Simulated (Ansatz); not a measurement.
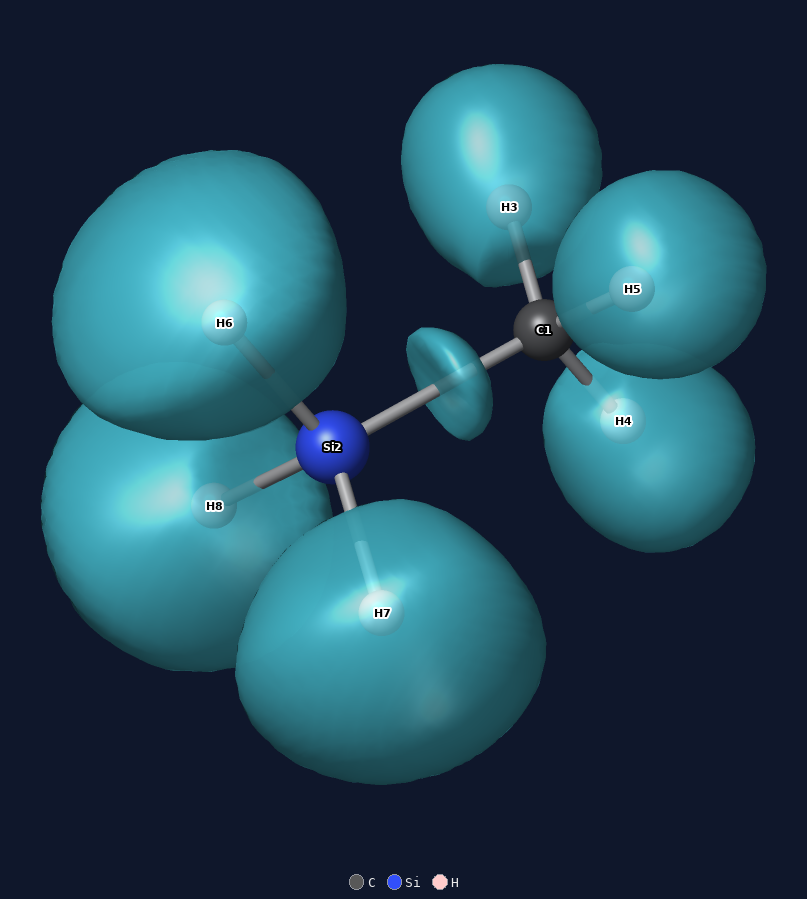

The picture shows: CH₆Si. Isosurface of the electron localisation function at 0.9 (cyan), seen at an oblique angle. Only the valence region is drawn (cores and ρ < 0.01 e/Å³ removed).

Geometry: PBE0-D4/def2-TZVP.

Computed with Ansatz 0.2.0, RKS PBE0-D4/def2-TZVPPD.

```xyz
8

C     0.6760   -0.7537    1.5435
Si   -0.6886    0.5222    1.4452
H     1.0971   -0.9491    0.5552
H     0.2968   -1.6961    1.9446
H     1.4823   -0.4084    2.1944
H    -0.1742    1.8027    0.8882
H    -1.2461    0.7961    2.7978
H    -1.7969    0.0468    0.5741
```

### Describe the localisation domains.

The ELF exceeds this value in one region between bonded C–Si atoms (shared pairs) and six regions around hydrogen nuclei. Profiles from the grid: C–Si (1.87 Å): the ELF peaks at about 0.95 between the atoms, as expected for a shared electron pair. C–H (1.09 Å): the ELF climbs to about 1 towards the hydrogen, as it does in any bond to H (a covalent bond by its length).
